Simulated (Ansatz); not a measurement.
# Calculations on BSi2NH7F

**1. Relaxation**

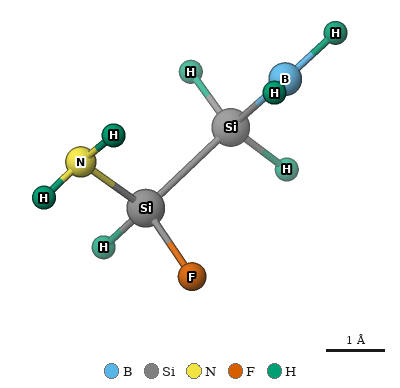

Starting structure of BSi₂NH₇F. Style: ball-and-stick. Shown from a free direction.

The run prepares an end point of a later path (hydrogen shift) calculation, from a guessed geometry.

All numbers below come from Ansatz 0.2.0, RHF/cc-pVDZ.

Input
```yaml
crystal:
  periodic: [false, false, false]
  atoms:
    - { symbol: B, position_ang: [-0.9711, 1.1656, 1.4371] }
    - { symbol: Si, position_ang: [-0.8251, 0.9503, -0.4875] }
    - { symbol: Si, position_ang: [0.832, -0.4576, -0.8846] }
    - { symbol: "N", position_ang: [0.5901, -2.0182, -0.0906] }
    - { symbol: F, position_ang: [2.2913, 0.1763, -0.2548] }
    - { symbol: H, position_ang: [-0.2986, 0.6662, 2.173] }
    - { symbol: H, position_ang: [-1.8356, 1.9286, 1.8436] }
    - { symbol: H, position_ang: [-2.0255, 0.4099, -1.0439] }
    - { symbol: H, position_ang: [-0.531, 2.2616, -1.0864] }
    - { symbol: H, position_ang: [1.0188, -0.6557, -2.2962] }
    - { symbol: H, position_ang: [1.3361, -2.6396, -0.2339] }
    - { symbol: H, position_ang: [0.4957, -1.8426, 0.9582] }
basis:
  gaussian: { orbitals: cc-pVDZ }
hamiltonian:
  xc: hf
relax:
  f_tol: 0.02
  max_steps: 50
```

Run as
```bash
ansatz run input.yaml --threads 2 --pin off --max-ram 3072MiB --backend cpu --events-out ev --progress --plain --runs-dir out
```

### Predict the outcome.

The largest move after the best rigid fit is that of H7, 1.24 Å. Largest moves by element: H 1.24 Å, F 0.23 Å, B 0.22 Å, N 0.19 Å, Si 0.14 Å. Near-neighbour distances that change, for instance: Si2–Si3 2.210 → 2.370 Å, B1–Si2 1.942 → 2.041 Å, B1–H6 1.115 → 1.201 Å, N4–H12 1.068 → 1.003 Å. Bond angles that change, for instance: Si3–N4–H12 107.9° → 120.3°, Si3–N4–H11 112.9° → 119.5°, N4–Si3–F5 106.2° → 112.3°. Groups turn about B1–Si2 by about 75°. The energy falls by 17.8 kcal/mol in 26 accepted moves (29 points after the start). Largest force component: 2.7 eV/Å at the start, 0.016 eV/Å at the end. The line search rejected the trial steps at points 7, 10, 17 of the run. The forces were under the threshold at step 21, but the run went on from there.

The structure at the end:

```xyz
12

B    -1.0141    1.3600    1.5297
Si   -0.9516    0.9064   -0.4598
Si    0.9594   -0.4394   -0.8530
N     0.7522   -2.0132   -0.1858
F     2.2192    0.3743   -0.1599
H    -1.3329    0.5220    2.3291
H    -0.7053    2.4400    1.9461
H    -2.1572    0.1306   -0.8740
H    -0.8562    2.1164   -1.3254
H     1.3451   -0.6000   -2.2730
H     1.4316   -2.7258   -0.3814
H     0.3870   -2.1264    0.7415
```

The end point in the same view:

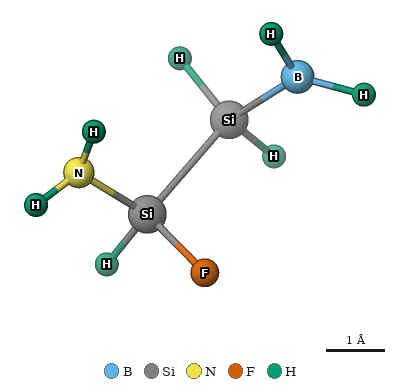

Limits of the set-up: Hartree-Fock leaves out electron correlation.

**2. Relaxation**

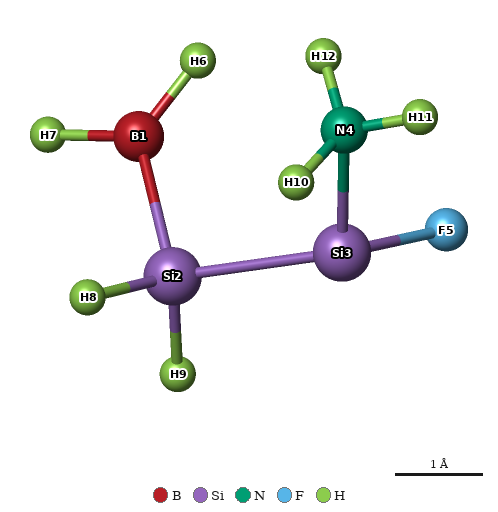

BSi2NH7F, before the relaxation. A ball-and-stick model, seen from a free direction.

The run prepares an end point of a later path (hydrogen shift) calculation, from a guessed geometry.

Method: RHF/cc-pVDZ in Ansatz.

Input
```yaml
crystal:
  periodic: [false, false, false]
  atoms:
    - { symbol: B, position_ang: [-0.9711, 1.1656, 1.4371] }
    - { symbol: Si, position_ang: [-0.8251, 0.9503, -0.4875] }
    - { symbol: Si, position_ang: [0.832, -0.4576, -0.8846] }
    - { symbol: "N", position_ang: [0.5901, -2.0182, -0.0906] }
    - { symbol: F, position_ang: [2.2913, 0.1763, -0.2548] }
    - { symbol: H, position_ang: [-0.2986, 0.6662, 2.173] }
    - { symbol: H, position_ang: [-1.8356, 1.9286, 1.8436] }
    - { symbol: H, position_ang: [-2.0255, 0.4099, -1.0439] }
    - { symbol: H, position_ang: [-0.531, 2.2616, -1.0864] }
    - { symbol: H, position_ang: [-0.10172, -2.16853, -0.85243] }
    - { symbol: H, position_ang: [1.3361, -2.6396, -0.2339] }
    - { symbol: H, position_ang: [0.4957, -1.8426, 0.9582] }
basis:
  gaussian: { orbitals: cc-pVDZ }
hamiltonian:
  xc: hf
relax:
  f_tol: 0.02
  max_steps: 50
```

Run as
```bash
ansatz run input.yaml --threads 2 --pin off --max-ram 3072MiB --backend cpu --events-out ev --progress --plain --runs-dir out
```

Q: What does the optimiser find from here?

A: The atom that moves furthest after the best rigid fit is H7 (1.37 Å). By element the largest moves are H 1.37 Å, F 0.92 Å, Si 0.64 Å, N 0.24 Å, B 0.20 Å. Among the contacts that change: Si3–H10 1.949 → 2.686 Å, Si3–N4 1.768 → 2.118 Å, Si2–Si3 2.210 → 2.467 Å, B1–H6 1.115 → 1.204 Å. Bond angles that change, for instance: Si3–N4–H10 83.7° → 113.6°, H10–N4–H12 133.2° → 107.8°, Si2–Si3–N4 112.3° → 90.1°. Groups turn about B1–Si2 by about 85°. Over 26 accepted moves (28 points after the start) the energy falls by 3.038 eV. The largest force component goes from 5.9 to 0.0084 eV/Å. The line search rejected the trial steps at points 14, 18 of the run. The forces were under the threshold at step 25, but the run went on from there.

Step by step:

```csv
step,"E − E(0), eV","largest force component, eV/Å",note
0,0.0000,5.8649,
1,-1.5726,3.1253,
2,-2.4474,1.6351,
3,-2.7428,1.3482,
4,-2.8653,0.7433,
5,-2.8980,0.3552,
6,-2.9161,0.5854,
7,-2.9260,0.5267,
8,-2.9603,0.2364,
9,-2.9752,0.3097,
10,-2.9806,0.5836,
11,-3.0022,0.2124,
12,-3.0083,0.1191,
13,-3.0147,0.0767,
14,-3.0139,0.4273,rejected
15,-3.0217,0.0692,
16,-3.0264,0.1416,
17,-3.0269,0.2533,
18,-3.0247,0.3130,rejected
19,-3.0318,0.1283,
20,-3.0332,0.0974,
21,-3.0359,0.0939,
22,-3.0362,0.0875,
23,-3.0367,0.0660,
24,-3.0372,0.0248,
25,-3.0374,0.0171,
26,-3.0375,0.0418,
27,-3.0377,0.0272,
28,-3.0378,0.0084,
```

The structure at the end:

```xyz
12

B    -0.8465    1.3164    1.4462
Si   -0.8991    0.9188   -0.5422
Si    1.3194   -0.0621   -0.9911
N     0.6255   -1.9454   -0.3156
F     1.9145    0.1751    0.5793
H    -1.0358    0.4371    2.2466
H    -0.5430    2.3931    1.8806
H    -1.9597   -0.0976   -0.8686
H    -1.1737    2.1145   -1.3934
H    -0.1386   -2.3142   -0.8621
H     1.3758   -2.6189   -0.3468
H     0.3177   -1.8848    0.6448
```

The end point in the same view:

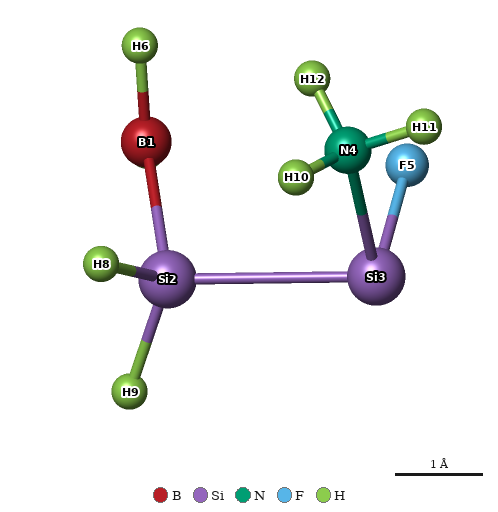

Limits of the set-up: Hartree-Fock leaves out electron correlation.

**3. Path**

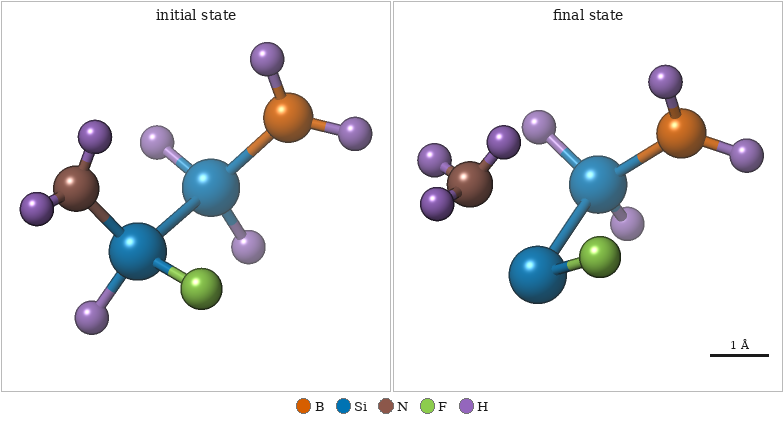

The two relaxed end points of a path for BSi2NH7F. Style: ball-and-stick. Shown from a free direction.

The calculation used RHF/cc-pVDZ in Ansatz 0.2.0.

Run with 7 movable images; climbing image; force threshold 0.05 eV/Å; iteration limit 60.

Start:
```xyz
12

B    -1.0274    1.3534    1.5266
Si   -0.9611    0.8953   -0.4617
Si    0.9634   -0.4319   -0.8523
N     0.7727   -2.0059   -0.1809
F     2.2151    0.3966   -0.1620
H    -1.3372    0.5143    2.3284
H    -0.7295    2.4377    1.9400
H    -2.1588    0.1060   -0.8733
H    -0.8786    2.1039   -1.3305
H     1.3501   -0.5922   -2.2721
H     1.4593   -2.7121   -0.3749
H     0.4091   -2.1204    0.7469
```

End:
```xyz
12

B    -0.9033    1.2595    1.4156
Si   -0.8258    1.0655   -0.6021
Si    1.4650    0.2481   -1.0133
N     0.8418   -1.7269   -0.5709
F     1.9600    0.3527    0.6056
H    -1.0864    0.2945    2.1119
H    -0.6844    2.2998    1.9721
H    -1.8087    0.0361   -1.0905
H    -1.1201    2.3269   -1.3450
H     0.1303   -2.0755   -1.1959
H     1.6292   -2.3553   -0.6242
H     0.4794   -1.7805    0.3707
```

**What barrier does the band find between them, and by what path?**

The highest point, image 4, lies 3.90 eV above the start and 2.43 eV above the end; the end is at +1.47 eV relative to the start. A hydrogen atom shifts from one atom to another. Breaking: Si3–H10 (1.48 → 1.62 at the top → 2.69 Å). Forming: N4–H10 (2.59 → 1.38 at the top → 1.01 Å). The band converged in 35 iterations, with a climbing image at the top. At the top, the vibrational analysis gives one imaginary mode (2042i cm⁻¹), as a transition state must have.

Energies of the converged images:

| image | path (Å) | E (eV) |
| --- | --- | --- |
| 0 | 0.00 | 0.000 |
| 1 | 0.52 | 0.030 |
| 2 | 1.05 | 0.355 |
| 3 | 1.57 | 1.922 |
| 4 | 2.09 | 3.899 |
| 5 | 2.68 | 2.006 |
| 6 | 3.27 | 1.506 |
| 7 | 3.87 | 1.476 |
| 8 | 4.46 | 1.470 |

The geometry at the top of the path:

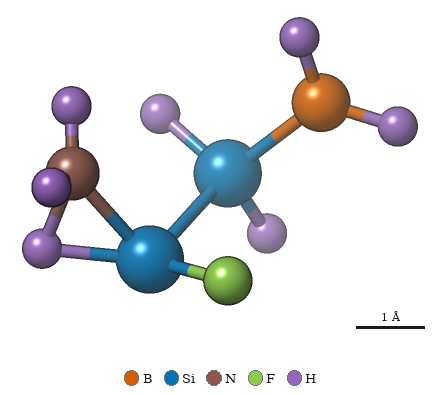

Limits of the set-up: Hartree-Fock leaves out electron correlation.

Cost: 7.6 min on 2 threads of Intel(R) Xeon(R) CPU @ 2.60GHz (Ice Lake) (shared host), peak memory 0.28 GiB.
